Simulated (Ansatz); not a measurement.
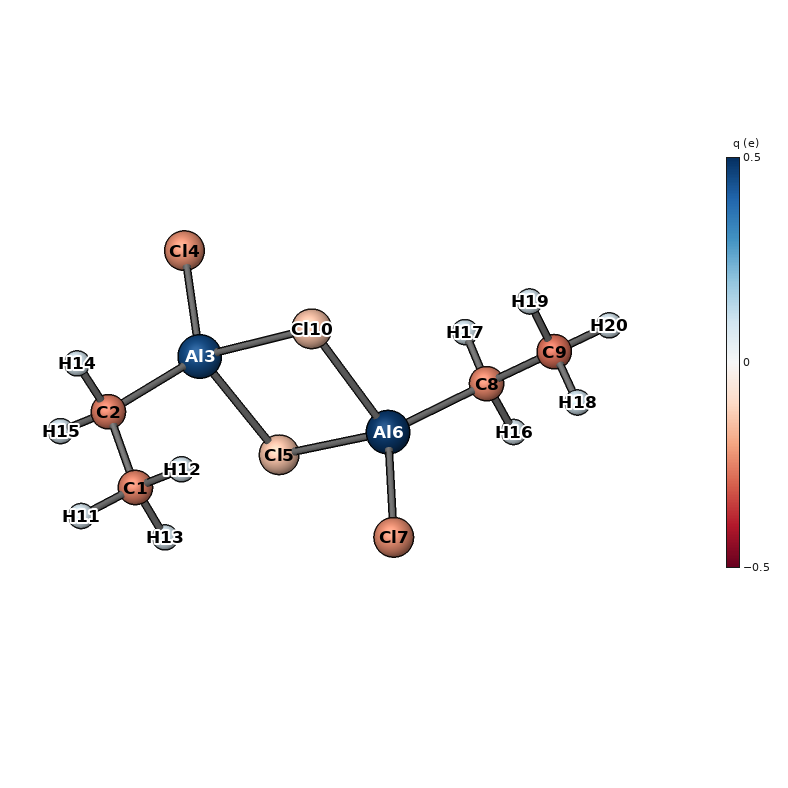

Atoms are coloured by their Mulliken charges. The geometry was computed by an optimisation with PBE0-D4/def2-TZVP. No frequency run is at hand to confirm it as a minimum. Properties computed with RKS PBE-D4/def2-TZVPP (Ansatz 0.2.0).

List the Mulliken charges.

```
atom  value (e)
  C1      −0.25
  C2      −0.25
 Al3       0.45
 Cl4      −0.23
 Cl5      −0.14
 Al6       0.48
 Cl7      −0.23
  C8      −0.24
  C9      −0.28
Cl10      −0.15
 H11       0.08
 H12       0.08
 H13       0.08
 H14       0.08
 H15       0.08
 H16       0.08
 H17       0.08
 H18       0.10
 H19       0.09
 H20       0.08
```

Mulliken values depend strongly on the basis set and can even reverse the polarity of a bond.
